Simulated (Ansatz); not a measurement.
# HfC: energies, forces and stress near the listed structure

A set of self-consistent runs on HfC under swapped elements, distortions that keep the symmetry, to map its energy surface near the listed cell.

Program: Ansatz 0.2.0. Level of theory: DFT PBEsol, scalar-relativistic, plane waves, PAW. These are calculated values, not measurements.

## 1. The system as given

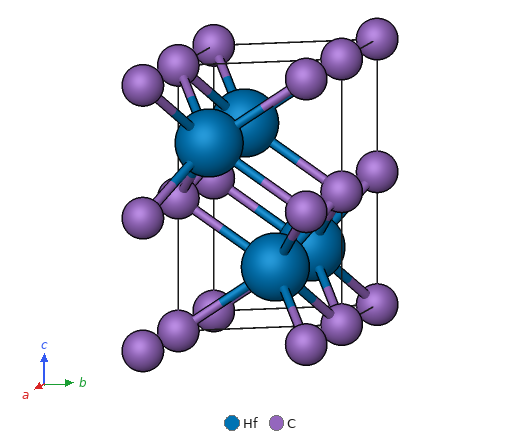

The starting structure, seen slightly off an axis (hafnium blue, carbon purple). 2×1×1 cells are drawn. Atoms on the faces are drawn again on the opposite ones.

Coordinates:

```
Hf C
1.0
     3.34287    0.00000    0.00000
    -1.67143    2.89501    0.00000
     0.00000    0.00000    5.20271
Hf C
2 2
Direct
  0.66667 0.33333 0.75000
  0.33333 0.66667 0.25000
  0.00000 0.00000 0.00000
  0.00000 0.00000 0.50000
```

The structure comes from the Materials Project (structure only).

## 2. Substitution of an element, cell strained: C → Ge, first probe

The change: Ge takes all sites of C, and lengths are scaled by 1.105 as a first guess of the size; strain xx, yy, zz, yz, xz, xy = +1.9, +1.9, +1.9, +0.0, +0.0, +0.0 %.

input.yaml reads:

```yaml
crystal:
  lattice:
    - [3.7645503331, 0.0, 0.0]
    - [-1.8822751665, 3.2601962223, 0.0]
    - [0.0, 0.0, 5.8590079324]
  atoms:
    - { symbol: Hf, position: [0.66666667, 0.33333333, 0.75] }
    - { symbol: Hf, position: [0.33333333, 0.66666667, 0.25] }
    - { symbol: Ge, position: [0.0, 0.0, 0.0] }
    - { symbol: Ge, position: [0.0, 0.0, 0.5] }
basis:
  ecutwfc: 420
kpoints:
  mp_grid: { grid: [6, 6, 4] }
hamiltonian:
  xc: pbesol
scf:
  occupations: { method: gaussian, width: 0.1 }
output:
  forces: true
  stress: true
  eigenvalues: true
```

Launch:

```
$ ansatz run input.yaml --threads 1 --pin off --max-ram 1331MiB --backend cpu --events-out ev --progress --plain --runs-dir out
```

The program printed, cut to the lines that bear on the results:

```text
[...]
SCF converged after 6 iterations
Free energy (F): -39705.262718 eV
[...]
E sigma→0 (E₀):  -39705.260554 eV
Entropy (-TS):   -0.004328 eV (-1.082 meV/atom)
Fermi energy:    18.109107 eV
[...]
--- Forces (eV/Å), atoms counted from 1 ---
  atom   1  Hf    -0.00000000    -0.00000000     0.00000000
  atom   2  Hf     0.00000000     0.00000000     0.00000000
  atom   3  Ge    -0.00000000     0.00000000     0.00000000
  atom   4  Ge     0.00000000     0.00000000     0.00000000
[...]
--- Stress (GPa, compression-positive) ---
       14.580182      -0.000000       0.000000
       -0.000000      14.580182       0.000000
        0.000000       0.000000       3.371247
  P = ⅓ Tr σ = 10.8439 GPa (108.439 kbar)
--- Band table (eV; the first three rows and the last of 21) ---
[...]
```

It took 7.1 s on 1 thread of an x86-64 CPU, shared host; peak memory 0.4 GiB.

## 3. One element swapped, cell strained: C → Ge

Edit input.yaml of step 2 so:

```diff
@@ -13,3 +13,3 @@
 kpoints:
-  mp_grid: { grid: [6, 6, 4] }
+  mp_grid: { grid: [15, 15, 8] }
 hamiltonian:
```

Launch:

```
$ ansatz run input.yaml --threads 1 --pin off --max-ram 1331MiB --backend cpu --events-out ev --progress --plain --runs-dir out
```

The program printed, cut to the lines that bear on the results:

```text
Warning: RAYON_NUM_THREADS=1 ignored (pool sized by the plan → 1); use --threads N
[...]
Pseudopotentials: kind: paw
Pseudopotential: Hf, paw, valence charge 26, recommended cutoff 420 eV (normal), Hf.paw.azcp
Pseudopotential: Ge, paw, valence charge 14, recommended cutoff 420 eV (normal), Ge.paw.azcp
Functional definition: PBEsol
[...]
Crystal: 4 atoms, lattice volume = 71.909 Å³
Basis set: ecut = 420 eV, 1411 PW (Γ), exchange–correlation on 54×54×80 points (8 copies of the dense FFT grid, shifted against one another)
Bands: 48, of which v1, the nominal top of the filled ones, is band 40 counted from 1 (39 counted from 0)
Symmetry: 24 space group operations
Space group: P63/mmc (ITA 194), of the structure as read, at distance tolerance 4.2e-5 Å
k-points: 135 of 1800
[...]
SCF iter   1: F=—  HF=-39705.267257 eV  |F-HF|=—  |Δ(HF+E_count)|=         —  Δρ=2.53e-3  dr2=2.27e-3  ethr=1.77e-3  ⟨swp⟩=5.5  Hψ=19744  notcnv=0
[...]
SCF iter   7: F=-39705.267679 eV  HF=-39705.267679 eV  |F-HF|=9.60e-9  |Δ(HF+E_count)|=   4.27e-8  Δρ=6.06e-6  dr2=3.91e-8  ethr=1.25e-10  ⟨swp⟩=7.1  Hψ=25175  notcnv=0
[...]
SCF converged after 7 iterations
Free energy (F): -39705.267679 eV
[...]
E sigma→0 (E₀):  -39705.265862 eV
Entropy (-TS):   -0.003634 eV (-0.908 meV/atom)
Fermi energy:    18.275785 eV
[...]
--- Forces (eV/Å), atoms counted from 1 ---
  atom   1  Hf     0.00000000    -0.00000000     0.00000000
  atom   2  Hf    -0.00000000     0.00000000     0.00000000
  atom   3  Ge     0.00000000    -0.00000000     0.00000000
  atom   4  Ge    -0.00000000    -0.00000000    -0.00000000
[...]
--- Stress (GPa, compression-positive) ---
       14.541388      -0.000000       0.000000
        0.000000      14.541388       0.000000
        0.000000       0.000000       3.742394
  P = ⅓ Tr σ = 10.9417 GPa (109.417 kbar)
--- Band table (eV; the first three rows and the last of 135) ---
[...]
```

It took 41 s on 1 thread of an x86-64 CPU, shared host; peak memory 0.61 GiB.

## 4. A change within the space group

The change: strain xx, yy, zz, yz, xz, xy = -0.9, -0.9, +0.6, +0.0, +0.0, +0.0 %.

input.yaml reads:

```yaml
crystal:
  lattice:
    - [3.314418263, 0.0, 0.0]
    - [-1.6572091314, 2.8703704145, 0.0]
    - [0.0, 0.0, 5.2364796139]
  atoms:
    - { symbol: Hf, position: [0.66666667, 0.33333333, 0.75] }
    - { symbol: Hf, position: [0.33333333, 0.66666667, 0.25] }
    - { symbol: C, position: [0.0, 0.0, 0.0] }
    - { symbol: C, position: [0.0, 0.0, 0.5] }
basis:
  ecutwfc: 420
kpoints:
  mp_grid: { grid: [15, 15, 8] }
hamiltonian:
  xc: pbesol
scf:
  occupations: { method: gaussian, width: 0.1 }
output:
  forces: true
  stress: true
  eigenvalues: true
```

Launch:

```
$ ansatz run input.yaml --threads 1 --pin off --max-ram 1331MiB --backend cpu --events-out ev --progress --plain --runs-dir out
```

The program printed, cut to the lines that bear on the results:

```text
Warning: RAYON_NUM_THREADS=1 ignored (pool sized by the plan → 1); use --threads N
[...]
[... 2 set-up lines as earlier in the session ...]
Pseudopotential: C, paw, valence charge 4, recommended cutoff 420 eV (normal), C.paw.azcp
[... 1 set-up line as earlier in the session ...]
[...]
Crystal: 4 atoms, lattice volume = 49.818 Å³
Basis set: ecut = 420 eV, 977 PW (Γ), exchange–correlation on 48×48×72 points (8 copies of the dense FFT grid, shifted against one another)
Bands: 36, of which v1, the nominal top of the filled ones, is band 30 counted from 1 (29 counted from 0)
[... 1 set-up line as earlier in the session ...]
Space group: P63/mmc (ITA 194), of the structure as read, at distance tolerance 3.7e-5 Å
k-points: 135 of 1800
[...]
SCF iter   1: F=—  HF=-31692.686902 eV  |F-HF|=—  |Δ(HF+E_count)|=         —  Δρ=1.55e-2  dr2=1.43e-1  ethr=1.77e-3  ⟨swp⟩=4.5  Hψ=15146  notcnv=0
[...]
SCF iter   7: F=-31692.653812 eV  HF=-31692.653813 eV  |F-HF|=4.90e-8  |Δ(HF+E_count)|=   2.99e-7  Δρ=8.82e-6  dr2=3.63e-8  ethr=1.67e-10  ⟨swp⟩=9.7  Hψ=27812  notcnv=0
[...]
SCF converged after 7 iterations
Free energy (F): -31692.653812 eV
[...]
E sigma→0 (E₀):  -31692.652652 eV
Entropy (-TS):   -0.002320 eV (-0.580 meV/atom)
Fermi energy:    20.692813 eV
[...]
--- Forces (eV/Å), atoms counted from 1 ---
  atom   1  Hf     0.00000000    -0.00000000     0.00000000
  atom   2  Hf    -0.00000000     0.00000000     0.00000000
  atom   3  C      0.00000000    -0.00000000     0.00000000
  atom   4  C      0.00000000    -0.00000000     0.00000000
[...]
--- Stress (GPa, compression-positive) ---
       -4.248493      -0.000000       0.000000
        0.000000      -4.248493       0.000000
        0.000000       0.000000      -6.408074
  P = ⅓ Tr σ = -4.9684 GPa (-49.684 kbar)
--- Band table (eV; the first three rows and the last of 135) ---
[...]
```

Run time: 25 s. Hardware: 1 thread of an x86-64 CPU, shared host; peak memory 0.47 GiB.

## 5. A change within the space group

What differs from the listed cell: strain xx, yy, zz, yz, xz, xy = -5.9, -5.9, +0.1, +0.0, +0.0, +0.0 %.

Edit input.yaml of step 4 so:

```diff
@@ -2,5 +2,5 @@
   lattice:
-    - [3.314418263, 0.0, 0.0]
-    - [-1.6572091314, 2.8703704145, 0.0]
-    - [0.0, 0.0, 5.2364796139]
+    - [3.145636956, 0.0, 0.0]
+    - [-1.5728184779, 2.7242015149, 0.0]
+    - [0.0, 0.0, 5.207916714]
   atoms:
@@ -22 +22,2 @@
   eigenvalues: true
+  populations: true
```

Launch:

```
$ ansatz run input.yaml --threads 1 --pin off --max-ram 1331MiB --backend cpu --events-out ev --progress --plain --runs-dir out
```

The program printed, cut to the lines that bear on the results:

```text
Warning: RAYON_NUM_THREADS=1 ignored (pool sized by the plan → 1); use --threads N
[...]
[... 4 set-up lines as earlier in the session ...]
[...]
Crystal: 4 atoms, lattice volume = 44.628 Å³
Basis set: ecut = 420 eV, 881 PW (Γ), exchange–correlation on 48×48×72 points (8 copies of the dense FFT grid, shifted against one another)
Bands: 36, of which v1, the nominal top of the filled ones, is band 30 counted from 1 (29 counted from 0)
[... 1 set-up line as earlier in the session ...]
Space group: P63/mmc (ITA 194), of the structure as read, at distance tolerance 3.5e-5 Å
k-points: 135 of 1800
[...]
SCF iter   1: F=—  HF=-31692.302735 eV  |F-HF|=—  |Δ(HF+E_count)|=         —  Δρ=1.63e-2  dr2=1.19e-1  ethr=1.77e-3  ⟨swp⟩=4.8  Hψ=15439  notcnv=0  defer=1
[...]
SCF converged after 7 iterations
Free energy (F): -31692.275608 eV
[...]
E sigma→0 (E₀):  -31692.274250 eV
Entropy (-TS):   -0.002716 eV (-0.679 meV/atom)
Fermi energy:    23.039724 eV
[...]
--- Forces (eV/Å), atoms counted from 1 ---
  atom   1  Hf     0.00000000    -0.00000000     0.00000000
  atom   2  Hf    -0.00000000     0.00000000     0.00000000
  atom   3  C      0.00000000     0.00000000     0.00000000
  atom   4  C      0.00000000     0.00000000    -0.00000000
[...]
--- Stress (GPa, compression-positive) ---
       31.135291       0.000000       0.000000
       -0.000000      31.135291       0.000000
        0.000000       0.000000      17.312522
  P = ⅓ Tr σ = 26.5277 GPa (265.277 kbar)
--- Band table (eV; the first three rows and the last of 135) ---
[...]
--- Löwdin populations: 4 sites ---
  site symbol       q [e]
     0     Hf     25.4036
     1     Hf     25.4036
     2      C      4.5581
     3      C      4.5581
  spilling = 0.001278 (of n_electrons = 60.000000)
```

Wall time 26 s (1 thread of an x86-64 CPU, shared host); peak memory 0.46 GiB.

Site by site:

| atom | Löwdin electrons |
| --- | --- |
| Hf1 | 25.40 |
| Hf2 | 25.40 |
| C3 | 4.56 |
| C4 | 4.56 |

## 6. Results

```
step                                        case  energy (meV/atom)  pressure (GPa)  largest force (eV/Å)  gap on the mesh (eV)
   3  one element swapped, cell strained: C → Ge                n/a            10.9                  0.00                  0.00
   4             a change within the space group               +0.0            -5.0                  0.00                  0.00
   5             a change within the space group              +94.6            26.5                  0.00                  0.00
```

Energies are counted from step 4, with the smearing taken to zero. Other atoms or functionals have another zero of energy (n/a). A gap of 0.00 means none on the mesh at this level.

What this shows: The distorted cells of the listed formula and level show no gap on the mesh. The runs treat Hf without spin-orbit coupling.
